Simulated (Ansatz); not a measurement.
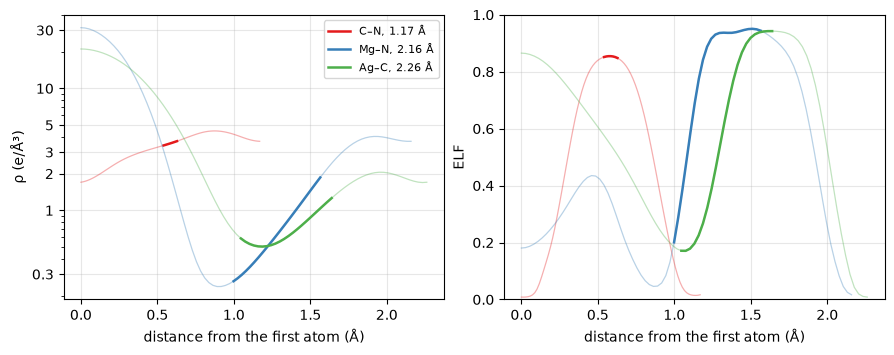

Mg₃AgC₆N₆. Valence electron density and ELF along straight lines between neighbouring atoms. Thin, pale parts lie inside the atomic spheres.

Space group Fm-3m; a structure generated by program, which may or may not match a known phase; spin-polarised.

Theory: DFT PBE, scalar-relativistic, plane waves, PAW in Ansatz.

The density is the valence pseudo-density of a PAW calculation; it isn't the true density close to the nuclei.

### What can be read from the curves?

C–N (1.17 Å): ρ at the midpoint is about 3.5 e/Å³; the ELF peaks at about 0.85 between the atoms.
Mg–N (2.16 Å): the density is about 0.32 e/Å³ at the midpoint; the ELF peaks at about 0.95 in the valence shell of N, 0.6 Å from its nucleus, and is about 0.50 at the midpoint.
Ag–C (2.26 Å): ρ at the midpoint is about 0.52 e/Å³; the ELF peaks at about 0.95 in the valence shell of C, 0.6 Å from its nucleus, and is about 0.20 at the midpoint.
